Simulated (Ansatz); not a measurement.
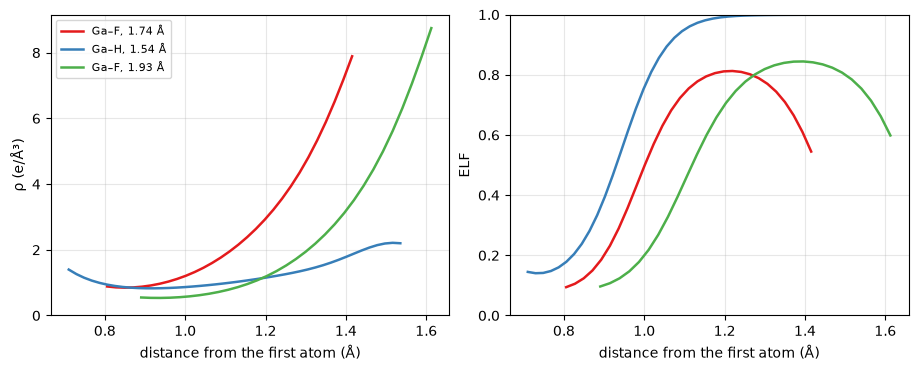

The picture shows: F₄Ga₂H₂. Electron density and ELF along straight lines between neighbouring atoms. The curves leave out the atomic cores.

Geometry: PBE0-D4/def2-SVP.

The calculation used isolated molecule in a Gaussian basis; Kohn-Sham density functional theory, functional PBE0 in Ansatz.

```yaml
atoms:
  - { symbol: F, position_ang: [-0.0453, 1.1955, -1.6845] }
  - { symbol: F, position_ang: [-2.4496, -0.3769, -1.4862] }
  - { symbol: F, position_ang: [2.5536, 0.7286, -0.5354] }
  - { symbol: F, position_ang: [0.1499, -0.8447, -0.3384] }
  - { symbol: Ga, position_ang: [-1.2996, 0.4187, -0.4472] }
  - { symbol: Ga, position_ang: [1.4045, -0.0674, -1.5751] }
  - { symbol: H, position_ang: [1.6522, -0.8852, -2.8508] }
  - { symbol: H, position_ang: [-1.5461, 1.2366, 0.8287] }
```

Question: What can be read from the curves?

Answer: Ga–F (1.74 Å): the density is about 0.86 e/Å³ at the midpoint; the ELF peaks at about 0.80 in the valence shell of F, 0.5 Å from its nucleus, and is about 0.15 at the midpoint.
Ga–H (1.54 Å): ρ is about 1.1 e/Å³ halfway; the ELF climbs to about 1 towards the hydrogen.
Ga–F (1.93 Å): ρ at the midpoint is about 0.54 e/Å³; the ELF peaks at about 0.85 in the valence shell of F, 0.5 Å from its nucleus, and is about 0.15 at the midpoint.
